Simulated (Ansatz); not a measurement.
# CH6AlNO2: an energy map over bond length N2–Al3 and dihedral C1–N2–Al3–O4

How does the energy of CH6AlNO2, SMILES C[NH][Al]([OH])[OH] change over two coordinates at once? A grid of runs gives the map.

Computed with Ansatz 0.2.0. Level: RKS SPW92 (LDA)/def2-TZVP.

## 1. Starting geometry

SMILES `C[NH][Al]([OH])[OH]`, 11 atoms, charge 0, spin multiplicity 1.

Atoms are counted from 1 here; the program's logs count them from 0.

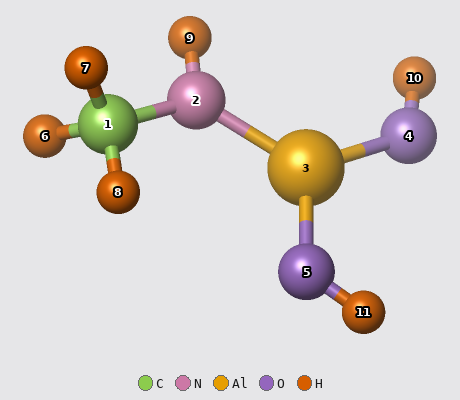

As it starts; carbon green, nitrogen pink, aluminium amber, oxygen purple, hydrogen orange; atoms are numbered from 1 in the order of the file.

Geometry (Å):

```mol
CH6AlNO2
  3D, bonds by distance, orders not assigned

 11 10  0  0  0  0  0  0  0  0999 V2000
   -0.7581   -0.5967    1.5180 C   0  0
    0.3036   -0.6050    0.5238 N   0  0
    0.3964    0.4186   -0.9322 Al  0  0
    1.6731    0.3631   -2.0809 O   0  0
   -0.8961    1.5230   -1.1707 O   0  0
   -0.3982   -0.3244    2.5386 H   0  0
   -1.2795   -1.5791    1.6080 H   0  0
   -1.5288    0.1507    1.2405 H   0  0
    1.0377   -1.2829    0.7416 H   0  0
    2.4327   -0.2347   -2.0253 H   0  0
   -0.9175    2.1105   -1.9408 H   0  0
  1  2  8  0
  1  6  8  0
  1  7  8  0
  1  8  8  0
  2  3  8  0
  2  9  8  0
  3  4  8  0
  3  5  8  0
  4 10  8  0
  5 11  8  0
M  END
```

This geometry comes from a loose relaxation at PBE in a small basis, which is not shown.

## 3. Plan of the scan

The axes are (1) bond length N2–Al3: 11 values from 1.510 to 2.458 Å; (2) dihedral C1–N2–Al3–O4: 10 values from −180 to 144 °, periodic.

Nothing else is relaxed (all other coordinates rigid). Energies count from the relaxed molecule at the same level. Points are written as (first, second).

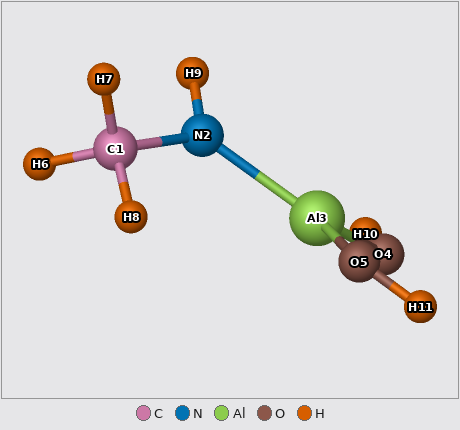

The geometry at (1.795 Å, 144°).

(The set-up runs are not shown.)

## 4. The run at (1.795 Å, 144°)

Input file input.yaml:

```yaml
crystal:
  periodic: [false, false, false]
  atoms:
    - { symbol: C, position_ang: [-0.752592, -0.573311, 1.484824] }
    - { symbol: "N", position_ang: [0.31911, -0.616194, 0.522206] }
    - { symbol: Al, position_ang: [0.408439, 0.415617, -0.943881] }
    - { symbol: O, position_ang: [1.823614, 1.064047, -1.603174] }
    - { symbol: O, position_ang: [-1.074246, 0.734768, -1.688283] }
    - { symbol: H, position_ang: [-0.406964, -0.294618, 2.499116] }
    - { symbol: H, position_ang: [-1.291999, -1.536556, 1.569218] }
    - { symbol: H, position_ang: [-1.492383, 0.184417, 1.177013] }
    - { symbol: H, position_ang: [1.038642, -1.299244, 0.750865] }
    - { symbol: H, position_ang: [2.7142, 0.935768, -1.250513] }
    - { symbol: H, position_ang: [-1.14847, 1.278041, -2.485008] }
basis:
  gaussian: { orbitals: def2-TZVP }
hamiltonian:
  xc: lda
output:
  forces: true
```

Launch:

```console
$ ansatz run input.yaml --threads 1 --pin off --max-ram 2560MiB --backend cpu --events-out ev --progress --plain --runs-dir out
```

Further runs follow: the other points that were computed.

**Question.** What will these runs give? Wanted: lowest point; highest computed point; largest force on an atom.

The runs gave:

```
                       quantity                                                                        value
                   lowest point                                              (1.795 Å, −180°), 0.42 kcal/mol
         highest computed point                              (2.458 Å, −72°), 58.5 kcal/mol above the lowest
largest force on an atom (eV/Å)  0.9 at (1.795 Å, −180°) to 11.4 at (1.510 Å, −72°); 0.9 at the lowest point
        time for the whole task                                             8.6 min on 1 thread, shared host
```

In words: The lowest computed point is at (1.795 Å, −180°), 0.42 kcal/mol from the relaxed molecule at the same level. The grid is coarse, so the lowest point of the scanned range may lie between grid points; coordinates that were held can hide deeper minima. A higher local minimum lies near (1.795 Å, 0°) (0.36 kcal/mol above the lowest at that grid point). The highest computed point, (2.458 Å, −72°), lies 58.5 kcal/mol above the lowest. On the interpolated surface the easiest way out of the lowest well to the well at (1.795 Å, 0°) passes a barrier of about 7.8 kcal/mol. Round the minimum the two coordinates are nearly uncoupled.
